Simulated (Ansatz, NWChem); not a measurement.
## Exact exchange and the electronic atomisation energy of C2H5N (N-methylmethanimine)

The species is C2H5N (8 atoms), meant as a singlet with charge 0. SMILES: `C=NC`. The shape is that of a PBE0-D4/def2-TZVP optimisation.

The electronic atomisation energy y, in eV, basis aug-cc-pVDZ; a is the functional's share of exact exchange. Programs: Ansatz 0.2.0, NWChem 7.3.0.

| functional | program | a | y (eV) |
| --- | --- | --- | --- |
| TPSS | NWChem | 0 | 31.55 |
| r2SCAN | Ansatz | 0 | 31.18 |
| B3LYP | Ansatz | 0.2 | 31.24 |
| r2SCAN0 | Ansatz | 0.25 | 30.67 |
| PBE0 | Ansatz | 0.25 | ? |
| BHLYP | Ansatz | 0.5 | 30.23 |

Fit y = c + s·a to the known rows and predict PBE0.


1. Means of the 5 rows: a = 0.1900, y = 30.974.
2. Σ(Δa)² = 0.172, Σ(Δa·Δy) = -0.3948, so the slope is -0.3948/0.172 = -2.2953.
3. Intercept: 30.974 − (-2.2953) × 0.1900 = 31.410. The largest residual of the fit is 0.29.
4. PBE0: 31.410 + (-2.2953) × 0.25 = 30.84 eV.

The run gave 31.34 eV, so the prediction is off by -0.50 eV, more than the scatter of the fit. The rows mix families of semi-local functionals, which the line can't see.

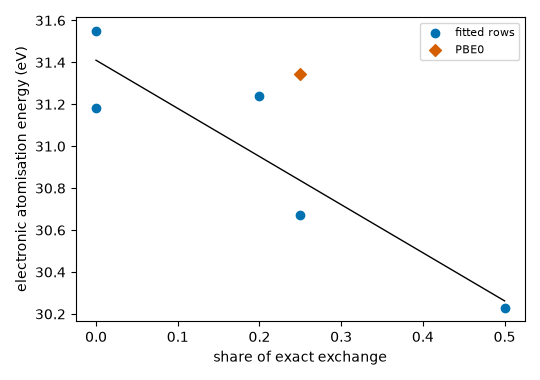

The fitted line, with the withheld row.
